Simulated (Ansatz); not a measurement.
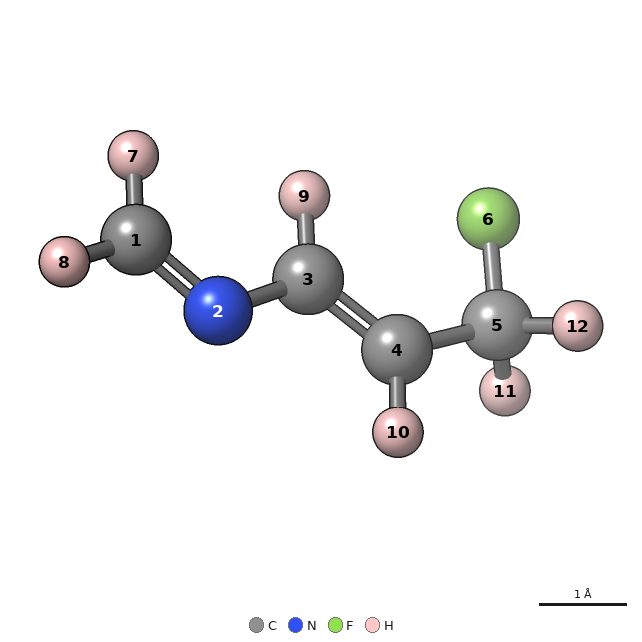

Orthographic view. Atoms fade into the background with distance from the viewer. The geometry was computed by an optimisation with PBE0-D4/def2-TZVP. No frequency run is at hand to confirm it as a minimum.

Write a Z-matrix (Å, degrees) in the order of the atom numbers, with these reference atoms: 2 to 1; 3 to 2, 1; 4 to 3, 2, 1; 5 to 4, 3, 2; 6 to 5, 4, 3; 7 to 1, 2, 3; 8 to 1, 7, 2; 9 to 3, 4, 5; 10 to 4, 3, 9; 11 to 5, 6, 4; 12 to 5, 11, 6.

```
C  
N    1   1.266
C    2   1.391   1   117.5
C    3   1.330   2   120.5   1   179.8
C    4   1.481   3   124.9   2   180.0
F    5   1.378   4   112.1   3    -0.1
H    1   1.098   2   123.1   3     0.0
H    1   1.088   7   117.7   2   180.0
H    3   1.092   4   120.8   5     0.0
H    4   1.086   3   118.7   9   180.0
H    5   1.097   6   107.8   4   122.0
H    5   1.097  11   107.6   6  -116.1
```
